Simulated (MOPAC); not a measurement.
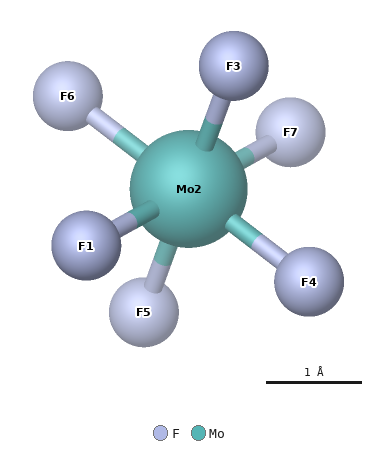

Figure 1. The structure as given in the input (ball-and-stick view, seen at a tilt; atoms are numbered from 1 in the order of the input). Sticks mark near contacts. Bond lengths as drawn: F–Mo 1.72 to 1.74 Å.

**Geometry relaxation, with input and output: MoF6 (part 1 of 2)**

System: MoF6 (molybdenum hexafluoride), SMILES [F][Mo]([F])([F])([F])([F])[F].
Method: PM6-D3H4X, closed shell, dispersion D3H4X (MOPAC 23.2.5).

The atoms were displaced at random from an optimised geometry.

### What the program printed
```
MOPAC v23.2.5
PM6-D3H4X CALCULATION RESULTS

 *  PM6-D3H4   - CORRECT DISPERSION AND HYDROGEN BOND TERMS USING THE D3H4 METHOD
 *  PRECISE    - TIGHTER CRITERIA TO BE USED
 *  THREADS=1  - MULTI-THREADING NOT USED
 *  CYCLES=    - DO A MAXIMUM OF 300 STEPS
 *  GNORM      - EXIT WHEN GRADIENT NORM DROPS BELOW 0.050
 *  AUX        - OUTPUT AUXILIARY INFORMATION
 *  GRADIENTS  - ALL GRADIENTS TO BE PRINTED
 *  DISP       - PRINT DISPERSION AND HYDROGEN BOND ENERGIES
PM6-D3H4X CYCLES=300 GNORM=0.05 PRECISE DISP GRADIENTS AUX(PRECISION=6) THREADS=1
 F6Mo

   ATOM   CHEMICAL          X               Y               Z
  NUMBER   SYMBOL      (ANGSTROMS)     (ANGSTROMS)     (ANGSTROMS)

     1       F         -0.87991500  *  -0.04145700  *   1.48431500  *
     2      Mo          0.00209300  *  -0.00531500  *   0.00949900  *
     3       F          1.35573700  *  -0.75959000  *   0.77760200  *
     4       F         -0.62049400  *  -1.56407400  *  -0.40279900  *
     5       F         -1.35389500  *   0.75148900  *  -0.76958200  *
     6       F          0.62407600  *   1.56776000  *   0.40867300  *
     7       F          0.88282200  *   0.04107800  *  -1.47137600  *

          CARTESIAN COORDINATES

    NO.       ATOM           X           Y           Z

     1         F         -0.8799     -0.0415      1.4843
     2        Mo          0.0021     -0.0053      0.0095
     3         F          1.3557     -0.7596      0.7776
     4         F         -0.6205     -1.5641     -0.4028
     5         F         -1.3539      0.7515     -0.7696
     6         F          0.6241      1.5678      0.4087
     7         F          0.8828      0.0411     -1.4714

           Empirical Formula: F6 Mo  =     7 atoms

      MOLECULAR POINT GROUP   :   Ci

      RHF CALCULATION, NO. OF DOUBLY OCCUPIED LEVELS = 24

          Geometry optimization using EF

          DIAGONAL MATRIX USED AS START HESSIAN
```

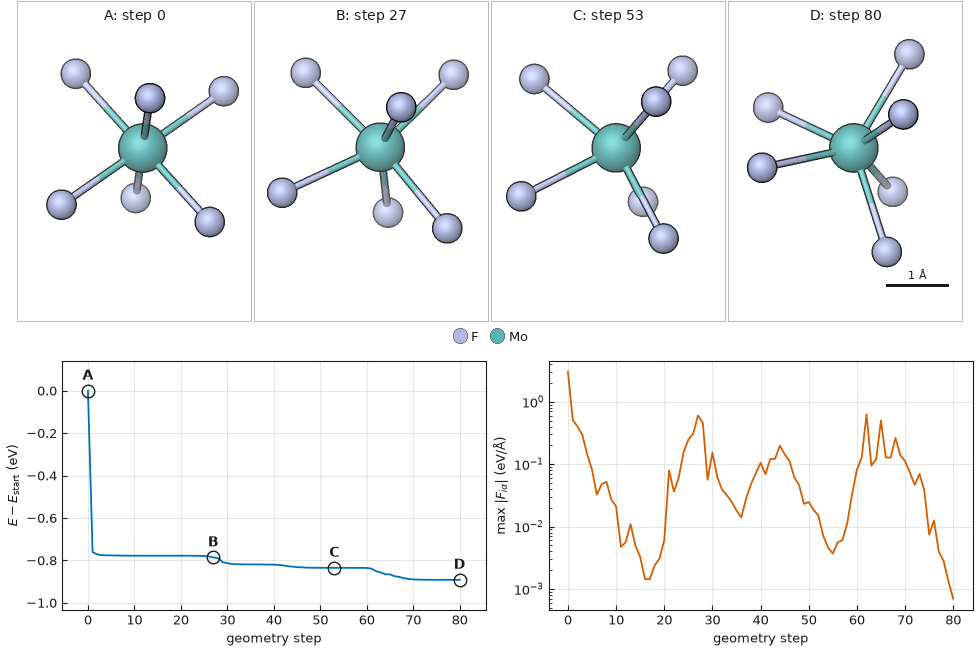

Figure 2. Frames of the relaxation (ball-and-stick view, seen at a tilt) above the curves, on which the letters mark them (steps are counted from 0).

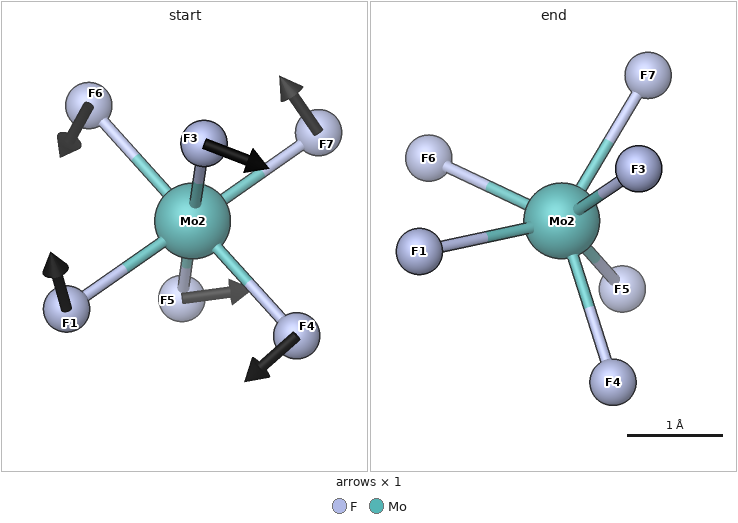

Figure 3. Before (left) and after (right) the relaxation, at one scale (ball-and-stick view, seen at a tilt). The black arrows give the displacements, at true length. The largest moves after the best rigid fit, 0.76 Å, are those of F1 and F5. By element the largest moves are F 0.76 Å, Mo 0.01 Å. Among the contacts that change: F1–Mo2 1.719 → 1.835 Å, Mo2–F3 1.730 → 1.835 Å, Mo2–F5 1.737 → 1.835 Å, Mo2–F6 1.738 → 1.835 Å. Among the angles that change: F1–Mo2–F7 179.6° → 133.2°, F4–Mo2–F6 179.4° → 133.2°, F1–Mo2–F5 89.6° → 133.2°. The energy falls by 0.891 eV in 80 geometry steps. Largest force component: 3 eV/Å at the start, 0.0007 eV/Å at the end. (Atoms are counted from 1 in the order of the input.)

```
 CYCLE:     1 TIME:   0.008 TIME LEFT:  2.00D  GRAD.:   179.153 HEAT: -339.8211
 CYCLE:     2 TIME:   0.008 TIME LEFT:  2.00D  GRAD.:    23.530 HEAT: -357.3524
 CYCLE:     3 TIME:   0.000 TIME LEFT:  2.00D  GRAD.:    15.772 HEAT: -357.6109
 CYCLE:     4 TIME:   0.008 TIME LEFT:  2.00D  GRAD.:     8.804 HEAT: -357.6858
 CYCLE:     5 TIME:   0.008 TIME LEFT:  2.00D  GRAD.:     4.528 HEAT: -357.7063
 CYCLE:     6 TIME:   0.008 TIME LEFT:  2.00D  GRAD.:     3.531 HEAT: -357.7143
 CYCLE:     7 TIME:   0.000 TIME LEFT:  2.00D  GRAD.:     1.862 HEAT: -357.7216
 CYCLE:     8 TIME:   0.000 TIME LEFT:  2.00D  GRAD.:     2.035 HEAT: -357.7366
 CYCLE:     9 TIME:   0.008 TIME LEFT:  2.00D  GRAD.:     2.115 HEAT: -357.7456
 CYCLE:    10 TIME:   0.000 TIME LEFT:  2.00D  GRAD.:     1.152 HEAT: -357.7477
 CYCLE:    11 TIME:   0.008 TIME LEFT:  2.00D  GRAD.:     0.658 HEAT: -357.7481
 CYCLE:    12 TIME:   0.000 TIME LEFT:  2.00D  GRAD.:     0.283 HEAT: -357.7484
 CYCLE:    13 TIME:   0.008 TIME LEFT:  2.00D  GRAD.:     0.296 HEAT: -357.7485
 CYCLE:    14 TIME:   0.000 TIME LEFT:  2.00D  GRAD.:     0.336 HEAT: -357.7488
 CYCLE:    15 TIME:   0.000 TIME LEFT:  2.00D  GRAD.:     0.161 HEAT: -357.7489
 CYCLE:    16 TIME:   0.008 TIME LEFT:  2.00D  GRAD.:     0.101 HEAT: -357.7489
 CYCLE:    17 TIME:   0.000 TIME LEFT:  2.00D  GRAD.:     0.056 HEAT: -357.7489
 CYCLE:    18 TIME:   0.000 TIME LEFT:  2.00D  GRAD.:     0.059 HEAT: -357.7489
 CYCLE:    19 TIME:   0.008 TIME LEFT:  2.00D  GRAD.:     0.080 HEAT: -357.7490
 CYCLE:    20 TIME:   0.000 TIME LEFT:  2.00D  GRAD.:     0.111 HEAT: -357.7490
 CYCLE:    21 TIME:   0.008 TIME LEFT:  2.00D  GRAD.:     0.189 HEAT: -357.7491
 CYCLE:    22 TIME:   0.008 TIME LEFT:  2.00D  GRAD.:     2.395 HEAT: -357.7488
 CYCLE:    23 TIME:   0.008 TIME LEFT:  2.00D  GRAD.:     1.672 HEAT: -357.7467
 CYCLE:    24 TIME:   0.000 TIME LEFT:  2.00D  GRAD.:     1.937 HEAT: -357.7583
 CYCLE:    25 TIME:   0.008 TIME LEFT:  2.00D  GRAD.:     5.214 HEAT: -357.7685
 CYCLE:    26 TIME:   0.000 TIME LEFT:  2.00D  GRAD.:    10.052 HEAT: -357.7777
 CYCLE:    27 TIME:   0.008 TIME LEFT:  2.00D  GRAD.:    14.491 HEAT: -357.8303
 CYCLE:    28 TIME:   0.000 TIME LEFT:  2.00D  GRAD.:    28.504 HEAT: -357.9381
 CYCLE:    29 TIME:   0.016 TIME LEFT:  2.00D  GRAD.:    22.103 HEAT: -358.0170
 CYCLE:    30 TIME:   0.000 TIME LEFT:  2.00D  GRAD.:     3.411 HEAT: -358.4489
 CYCLE:    31 TIME:   0.008 TIME LEFT:  2.00D  GRAD.:     6.538 HEAT: -358.5587
 CYCLE:    32 TIME:   0.000 TIME LEFT:  2.00D  GRAD.:     3.385 HEAT: -358.6534
 CYCLE:    33 TIME:   0.000 TIME LEFT:  2.00D  GRAD.:     1.822 HEAT: -358.6698
 CYCLE:    34 TIME:   0.008 TIME LEFT:  2.00D  GRAD.:     1.528 HEAT: -358.6804
 CYCLE:    35 TIME:   0.000 TIME LEFT:  2.00D  GRAD.:     1.419 HEAT: -358.6917
 CYCLE:    36 TIME:   0.008 TIME LEFT:  2.00D  GRAD.:     0.798 HEAT: -358.6962
 CYCLE:    37 TIME:   0.000 TIME LEFT:  2.00D  GRAD.:     0.678 HEAT: -358.6978
 CYCLE:    38 TIME:   0.008 TIME LEFT:  2.00D  GRAD.:     1.062 HEAT: -358.6998
 CYCLE:    39 TIME:   0.000 TIME LEFT:  2.00D  GRAD.:     1.700 HEAT: -358.7035
 CYCLE:    40 TIME:   0.008 TIME LEFT:  2.00D  GRAD.:     2.498 HEAT: -358.7124
 CYCLE:    41 TIME:   0.000 TIME LEFT:  2.00D  GRAD.:     4.239 HEAT: -358.7273
 CYCLE:    42 TIME:   0.008 TIME LEFT:  2.00D  GRAD.:     3.552 HEAT: -358.7437
 CYCLE:    43 TIME:   0.000 TIME LEFT:  2.00D  GRAD.:     5.190 HEAT: -358.8027
 CYCLE:    44 TIME:   0.008 TIME LEFT:  2.00D  GRAD.:     6.418 HEAT: -358.8872
 CYCLE:    45 TIME:   0.000 TIME LEFT:  2.00D  GRAD.:     7.868 HEAT: -358.9350
 CYCLE:    46 TIME:   0.008 TIME LEFT:  2.00D  GRAD.:     7.041 HEAT: -358.9900
 CYCLE:    47 TIME:   0.008 TIME LEFT:  2.00D  GRAD.:     3.786 HEAT: -359.0081
 CYCLE:    48 TIME:   0.000 TIME LEFT:  2.00D  GRAD.:     2.670 HEAT: -359.0437
 CYCLE:    49 TIME:   0.008 TIME LEFT:  2.00D  GRAD.:     1.754 HEAT: -359.0542
 CYCLE:    50 TIME:   0.000 TIME LEFT:  2.00D  GRAD.:     0.909 HEAT: -359.0614
 CYCLE:    51 TIME:   0.008 TIME LEFT:  2.00D  GRAD.:     1.043 HEAT: -359.0646
 CYCLE:    52 TIME:   0.000 TIME LEFT:  2.00D  GRAD.:     0.918 HEAT: -359.0661
 CYCLE:    53 TIME:   0.008 TIME LEFT:  2.00D  GRAD.:     0.584 HEAT: -359.0674
 CYCLE:    54 TIME:   0.000 TIME LEFT:  2.00D  GRAD.:     0.295 HEAT: -359.0681
 CYCLE:    55 TIME:   0.008 TIME LEFT:  2.00D  GRAD.:     0.244 HEAT: -359.0684
 CYCLE:    56 TIME:   0.000 TIME LEFT:  2.00D  GRAD.:     0.211 HEAT: -359.0686
 CYCLE:    57 TIME:   0.008 TIME LEFT:  2.00D  GRAD.:     0.240 HEAT: -359.0687
 CYCLE:    58 TIME:   0.000 TIME LEFT:  2.00D  GRAD.:     0.267 HEAT: -359.0688
 CYCLE:    59 TIME:   0.000 TIME LEFT:  2.00D  GRAD.:     0.536 HEAT: -359.0693
 CYCLE:    60 TIME:   0.008 TIME LEFT:  2.00D  GRAD.:     1.312 HEAT: -359.0709
 CYCLE:    61 TIME:   0.000 TIME LEFT:  2.00D  GRAD.:     3.330 HEAT: -359.0802
 CYCLE:    62 TIME:   0.008 TIME LEFT:  2.00D  GRAD.:     5.197 HEAT: -359.1546
 CYCLE:    63 TIME:   0.000 TIME LEFT:  2.00D  GRAD.:    25.710 HEAT: -359.4366
 CYCLE:    64 TIME:   0.008 TIME LEFT:  2.00D  GRAD.:     5.194 HEAT: -359.5718
 CYCLE:    65 TIME:   0.000 TIME LEFT:  2.00D  GRAD.:     4.426 HEAT: -359.7640
 CYCLE:    66 TIME:   0.008 TIME LEFT:  2.00D  GRAD.:    20.714 HEAT: -359.7797
 CYCLE:    67 TIME:   0.000 TIME LEFT:  2.00D  GRAD.:     5.073 HEAT: -359.9803
 CYCLE:    68 TIME:   0.008 TIME LEFT:  2.00D  GRAD.:     5.133 HEAT: -360.0573
 CYCLE:    69 TIME:   0.008 TIME LEFT:  2.00D  GRAD.:     9.509 HEAT: -360.1949
 CYCLE:    70 TIME:   0.000 TIME LEFT:  2.00D  GRAD.:     5.334 HEAT: -360.2801
 CYCLE:    71 TIME:   0.008 TIME LEFT:  2.00D  GRAD.:     4.279 HEAT: -360.3302
 CYCLE:    72 TIME:   0.000 TIME LEFT:  2.00D  GRAD.:     3.587 HEAT: -360.3436
 CYCLE:    73 TIME:   0.008 TIME LEFT:  2.00D  GRAD.:     2.164 HEAT: -360.3583
 CYCLE:    74 TIME:   0.008 TIME LEFT:  2.00D  GRAD.:     2.916 HEAT: -360.3627
 CYCLE:    75 TIME:   0.000 TIME LEFT:  2.00D  GRAD.:     1.439 HEAT: -360.3680
 CYCLE:    76 TIME:   0.000 TIME LEFT:  2.00D  GRAD.:     0.363 HEAT: -360.3702
 CYCLE:    77 TIME:   0.008 TIME LEFT:  2.00D  GRAD.:     0.509 HEAT: -360.3708
 CYCLE:    78 TIME:   0.000 TIME LEFT:  2.00D  GRAD.:     0.159 HEAT: -360.3711
 CYCLE:    79 TIME:   0.008 TIME LEFT:  2.00D  GRAD.:     0.126 HEAT: -360.3712
 CYCLE:    80 TIME:   0.000 TIME LEFT:  2.00D  GRAD.:     0.051 HEAT: -360.3712
 CYCLE:    81 TIME:   0.008 TIME LEFT:  2.00D  GRAD.:     0.025 HEAT: -360.3712

     GRADIENT =  0.02515 IS LESS THAN CUTOFF =  0.05000

 -------------------------------------------------------------------------------
 PM6-D3H4X CYCLES=300 GNORM=0.05 PRECISE DISP GRADIENTS AUX(PRECISION=6) THREADS=1
 F6Mo

     GEOMETRY OPTIMISED USING EIGENVECTOR FOLLOWING (EF).
     SCF FIELD WAS ACHIEVED

                              PM6-D3H4X CALCULATION

          FINAL HEAT OF FORMATION =       -360.37119 KCAL/MOL =   -1507.79307 KJ/MOL

          TOTAL ENERGY            =     -69745.08286 KCAL/MOL = ELECTRONIC ENERGY + CORE-CORE REPULSION
          ENERGY OF ATOMS         =      69385.12307 KCAL/MOL
                              SUM =       -359.95979 KCAL/MOL
          DISPERSION ENERGY       =         -0.41141 KCAL/MOL
                              SUM =       -360.37119 KCAL/MOL = FINAL HEAT OF FORMATION

          TOTAL ENERGY            =      -3024.43304 EV
          ELECTRONIC ENERGY       =      -8177.15994 EV
          CORE-CORE REPULSION     =       5152.72689 EV
          COSMO AREA              =        120.91 SQUARE ANGSTROMS
          COSMO VOLUME            =        112.65 CUBIC ANGSTROMS

          GRADIENT NORM           =          0.02515          =       0.00950 PER ATOM
          IONIZATION POTENTIAL    =         14.737056 EV
          HOMO LUMO ENERGIES (EV) =        -14.737 -3.263
          NO. OF FILLED LEVELS    =         24
          MOLECULAR WEIGHT        =        209.9304         POINT GROUP:  D3h

          MOLECULAR DIMENSIONS (Angstroms)

            Atom       Atom       Distance
            F     6    F     4     3.36798
            F     1    F     5     3.34090
            F     1    F     7     2.18818

          SCF CALCULATIONS        =         92

          WALL-CLOCK TIME         =      0.344 SECONDS
          COMPUTATION TIME        =      0.333 SECONDS

       FINAL  POINT  AND  DERIVATIVES

   PARAMETER     ATOM    TYPE            VALUE        GRADIENT
      1          1  F    CARTESIAN X    -0.162040      0.002165  KCAL/ANGSTROM
      2          1  F    CARTESIAN Y     0.059723     -0.000903  KCAL/ANGSTROM
      3          1  F    CARTESIAN Z     1.832448     -0.010924  KCAL/ANGSTROM
      4          2 Mo    CARTESIAN X     0.001560     -0.007457  KCAL/ANGSTROM
      5          2 Mo    CARTESIAN Y    -0.001985      0.000825  KCAL/ANGSTROM
      6          2 Mo    CARTESIAN Z     0.005841      0.008811  KCAL/ANGSTROM
      7          3  F    CARTESIAN X     1.293618      0.002138  KCAL/ANGSTROM
      8          3  F    CARTESIAN Y    -1.279714     -0.003739  KCAL/ANGSTROM
      9          3  F    CARTESIAN Z     0.261149     -0.000423  KCAL/ANGSTROM
     10          4  F    CARTESIAN X    -1.220835     -0.000376  KCAL/ANGSTROM
     11          4  F    CARTESIAN Y    -1.370148     -0.007540  KCAL/ANGSTROM
     12          4  F    CARTESIAN Z     0.038785     -0.003104  KCAL/ANGSTROM
     13          5  F    CARTESIAN X    -1.158626      0.001063  KCAL/ANGSTROM
     14          5  F    CARTESIAN Y     0.352753     -0.002029  KCAL/ANGSTROM
     15          5  F    CARTESIAN Z    -1.370844      0.002493  KCAL/ANGSTROM
     16          6  F    CARTESIAN X    -0.099113      0.001630  KCAL/ANGSTROM
     17          6  F    CARTESIAN Y     1.782287      0.016101  KCAL/ANGSTROM
     18          6  F    CARTESIAN Z     0.422389      0.002528  KCAL/ANGSTROM
     19          7  F    CARTESIAN X     1.356525      0.000837  KCAL/ANGSTROM
     20          7  F    CARTESIAN Y     0.442822     -0.002716  KCAL/ANGSTROM
     21          7  F    CARTESIAN Z    -1.148874      0.000619  KCAL/ANGSTROM

   ATOM   CHEMICAL          X               Y               Z
  NUMBER   SYMBOL      (ANGSTROMS)     (ANGSTROMS)     (ANGSTROMS)

     1       F         -0.16204033  *   0.05972297  *   1.83244777  *
     2      Mo          0.00155990  *  -0.00198485  *   0.00584080  *
     3       F          1.29361812  *  -1.27971400  *   0.26114937  *
     4       F         -1.22083493  *  -1.37014781  *   0.03878463  *
     5       F         -1.15862642  *   0.35275277  *  -1.37084392  *
     6       F         -0.09911284  *   1.78228686  *   0.42238948  *
     7       F          1.35652538  *   0.44282170  *  -1.14887362  *

                             CARTESIAN COORDINATES

   1    F       -0.162040333     0.059722972     1.832447775
   2   Mo        0.001559902    -0.001984850     0.005840795
   3    F        1.293618117    -1.279713996     0.261149369
   4    F       -1.220834927    -1.370147811     0.038784632
   5    F       -1.158626417     0.352752772    -1.370843923
   6    F       -0.099112843     1.782286855     0.422389481
   7    F        1.356525380     0.442821702    -1.148873623

           Empirical Formula: F6 Mo  =     7 atoms

      MOLECULAR POINT GROUP   :   D3h

                  EIGENVALUES
 -41.85595 -41.85569 -41.55741 -41.55725 -40.77098 -40.63995 -20.21309 -19.75796
 -19.75791 -19.51788 -19.51779 -15.84277 -15.84276 -15.73597 -15.42968 -15.33418
 -15.30193 -15.30190 -15.16358 -15.09361 -15.09359 -14.98949 -14.98946 -14.73706
  -3.26253  -1.96900  -1.47717  -1.47701   0.16379   0.16415   3.48807   3.48810
   3.51993

              NET ATOMIC CHARGES AND DIPOLE CONTRIBUTIONS

  ATOM NO.   TYPE          CHARGE      No. of ELECS.   s-Pop       p-Pop       d-Pop
    1          F          -0.330262        7.3303     1.92761     5.40265
    2         Mo           1.981776        4.0182     0.08957     0.41154     3.51712
    3          F          -0.330304        7.3303     1.92761     5.40269
    4          F          -0.330307        7.3303     1.92762     5.40269
    5          F          -0.330286        7.3303     1.92761     5.40267
    6          F          -0.330343        7.3303     1.92762     5.40273
    7          F          -0.330274        7.3303     1.92761     5.40266
 DIPOLE           X         Y         Z       TOTAL
 POINT-CHG.    -0.000     0.000    -0.000     0.000
 HYBRID        -0.000     0.000    -0.000     0.000
 SUM           -0.000     0.000    -0.000     0.001

          ATOMIC ORBITAL ELECTRON POPULATIONS

     Atom    s        px        py        pz      x^2-y^2     xz        z^2       yz        xy
    1  F   1.92761   1.84301   1.83223   1.72741
    2 Mo   0.08957   0.13582   0.13826   0.13745   0.70311   0.70228   0.70375   0.70480   0.70317
    3  F   1.92761   1.79018   1.77867   1.83384
    4  F   1.92762   1.79578   1.77085   1.83606
    5  F   1.92761   1.80056   1.82797   1.77415
    6  F   1.92762   1.84360   1.72829   1.83084
    7  F   1.92761   1.78473   1.82557   1.79236

 *                    *
 * JOB ENDED NORMALLY *
 *                    *

 TOTAL JOB TIME:             0.34 SECONDS

 == MOPAC DONE ==
```

### Trajectory as extended XYZ (Å, eV, eV/Å), 30 of the 81 frames kept, from step=0 to step=80
```
7
Properties=species:S:1:pos:R:3:forces:R:3 step=0 energy=-14.73604
F    -0.8799   -0.0415    1.4843   -1.7849  -0.0774   3.0219
Mo    0.0021   -0.0053    0.0095   -0.0009   0.3967  -0.1727
F     1.3557   -0.7596    0.7776    2.4614  -1.3631   1.4178
F    -0.6205   -1.5641   -0.4028   -1.1536  -2.8693  -0.7659
F    -1.3539    0.7515   -0.7696   -2.2594   1.2425  -1.3053
F     0.6241    1.5678    0.4087    1.0373   2.5884   0.6812
F     0.8828    0.0411   -1.4714    1.7001   0.0822  -2.8770
7
Properties=species:S:1:pos:R:3:forces:R:3 step=3 energy=-15.51073
F    -0.9068   -0.0438    1.5795    0.0269   0.0043  -0.1133
Mo    0.0020   -0.0027    0.0041   -0.0179   0.0643   0.2919
F     1.4077   -0.7999    0.8343   -0.0183   0.0439  -0.0479
F    -0.6426   -1.6421   -0.4296   -0.0258   0.0033  -0.0018
F    -1.4041    0.7893   -0.8218   -0.0516  -0.0068   0.0050
F     0.6456    1.6430    0.4364   -0.0147  -0.1100  -0.0284
F     0.9089    0.0429   -1.5598    0.1015   0.0010  -0.1055
```
